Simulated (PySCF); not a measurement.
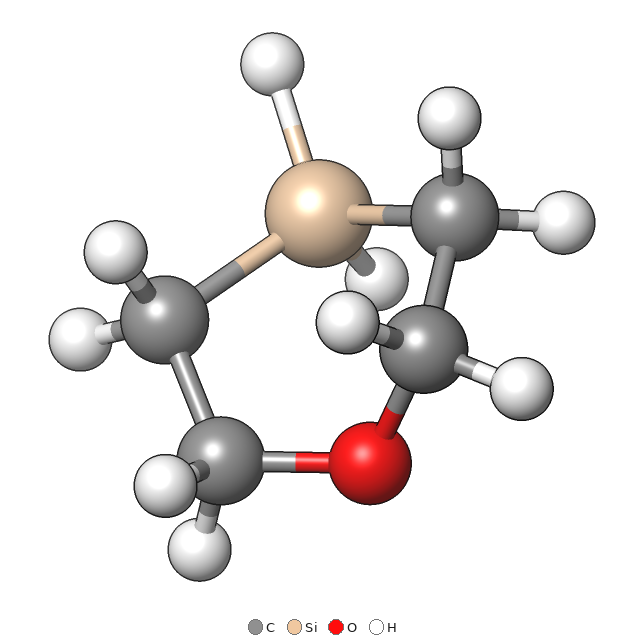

Ball-and-stick drawing of a structure. Every bond is drawn as one stick, whatever its order.

The geometry was computed by an optimisation with PBE0-D3(BJ)/def2-SVP. No frequency run is at hand to confirm it as a minimum.

Describe the molecule.

Formula C4H10OSi. As SMILES it reads `C1C[SiH2]CCO1`. Independent rings (smallest set): 1 of 6 members. Among its groups: ether, Si–H bond. This geometry has C1 symmetry. Coordination: 4 C tetrahedral; 1 Si tetrahedral; 1 O bent.

The parts below concern this one geometry. Atoms keep their numbers from picture to picture.

**Shape**

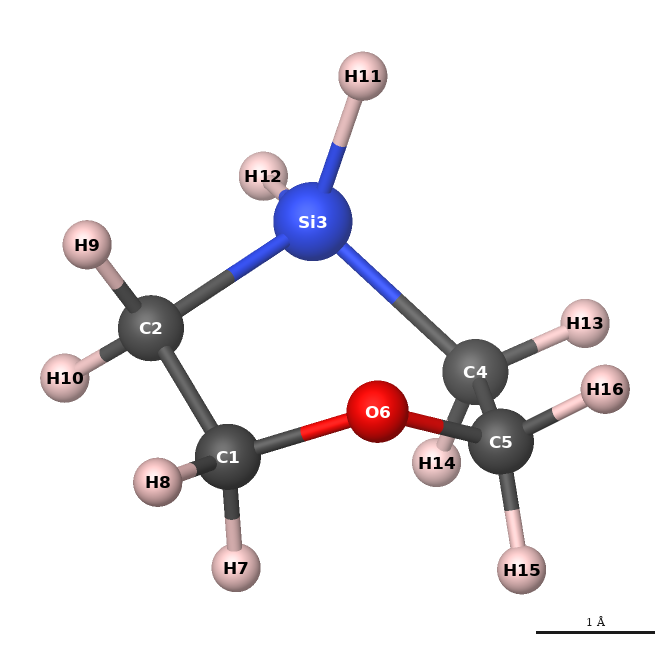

No frequency run is at hand to confirm it as a minimum.

List the bonds and their lengths.

```tsv
bond	length (Å)	order
C1–C2	1.534	single
C1–O6	1.410	single
C1–H7	1.108	single
C1–H8	1.101	single
C2–Si3	1.896	single
C2–H9	1.102	single
C2–H10	1.102	single
Si3–C4	1.890	single
Si3–H11	1.494	single
Si3–H12	1.497	single
C4–C5	1.537	single
C4–H13	1.101	single
C4–H14	1.104	single
C5–O6	1.410	single
C5–H15	1.109	single
C5–H16	1.100	single
```

**Levels of theory compared**

No frequency run is at hand to confirm it as a minimum. Program: PySCF 2.14.0.

Tabulate HOMO energy (eV) at these levels: PBE0/IGLO-III; PBE0/aug-cc-pVDZ; PBE0/cc-pVDZ; PBE0/cc-pVTZ; PBE0/pcSseg-0.

```json
{"level": "PBE0/IGLO-III", "HOMO energy (eV)": "−7.38"}
{"level": "PBE0/aug-cc-pVDZ", "HOMO energy (eV)": "−7.37"}
{"level": "PBE0/cc-pVDZ", "HOMO energy (eV)": "−7.22"}
{"level": "PBE0/cc-pVTZ", "HOMO energy (eV)": "−7.35"}
{"level": "PBE0/pcSseg-0", "HOMO energy (eV)": "−7.30"}
```

**Charges**

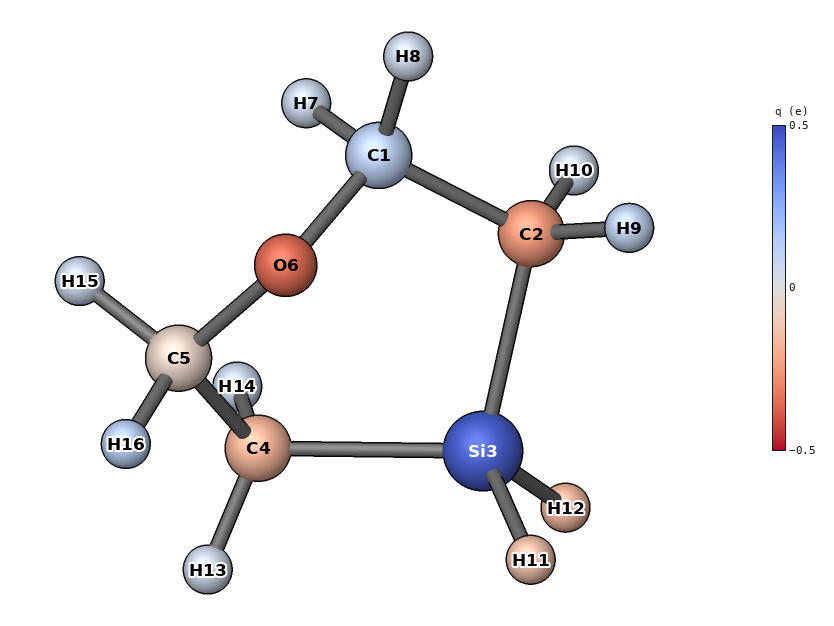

Atoms are coloured by their ESP-fitted charges. No frequency run is at hand to confirm it as a minimum. Method: PBE0/IGLO-III, gas phase (PySCF 2.14.0).

List the ESP-fitted charges.

| atom | value (e) |
| --- | --- |
| C1 | 0.11 |
| C2 | −0.25 |
| Si3 | 0.45 |
| C4 | −0.17 |
| C5 | −0.05 |
| O6 | −0.34 |
| H7 | 0.06 |
| H8 | 0.05 |
| H9 | 0.09 |
| H10 | 0.05 |
| H11 | −0.12 |
| H12 | −0.16 |
| H13 | 0.05 |
| H14 | 0.06 |
| H15 | 0.06 |
| H16 | 0.11 |

**Quadrupole coupling**

No frequency run is at hand to confirm it as a minimum. Electric field gradients from the ground-state density, PBE0/cc-pVDZ (PySCF 2.14.0), non-relativistic apart from any core potentials.

Give the largest field-gradient component, the quadrupole coupling constant and the asymmetry for 17O at O6 (Q = −25.6 mb), 2H at H7 (Q = 2.86 mb), 2H at H8 (Q = 2.86 mb).

```
atom  V_zz (a.u.)  e²qQ/h (MHz)     η
  O6        1.819        −10.94  0.97
  H7        0.279         0.188  0.07
  H8        0.291         0.196  0.05
```

**Ring current**

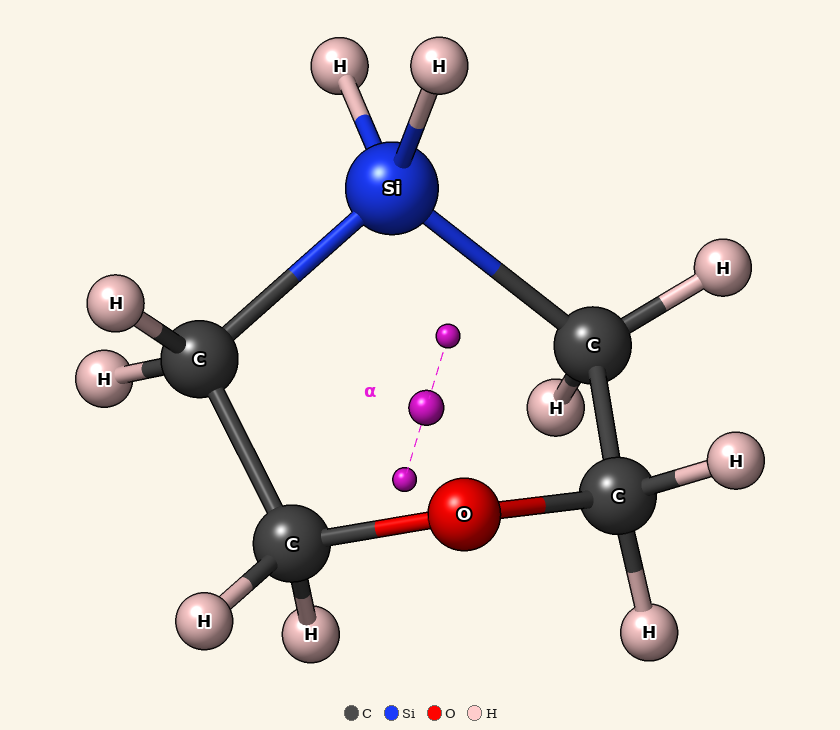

The small points mark where nucleus-independent chemical shifts (NICS) were computed: at the centre of each lettered ring and 1 Å above and below it. No frequency run is at hand to confirm it as a minimum. Method: GIAO PBE0/pcSseg-0 NMR shielding, non-relativistic, gas phase (PySCF 2.14.0).

Give NICS(0), NICS(1) and the out-of-plane component NICS(1)zz for each ring (means of the two sides).

| ring | members | NICS(0) | NICS(1) | NICS(1)zz |
| --- | --- | --- | --- | --- |
| α | C4OSi | −5.2 | −4.5 | 0.3 |

Values in ppm.

Question: What do the values say about the ring currents?

Answer: Ring α: weak, as in a non-aromatic ring. NICS is one index among several.
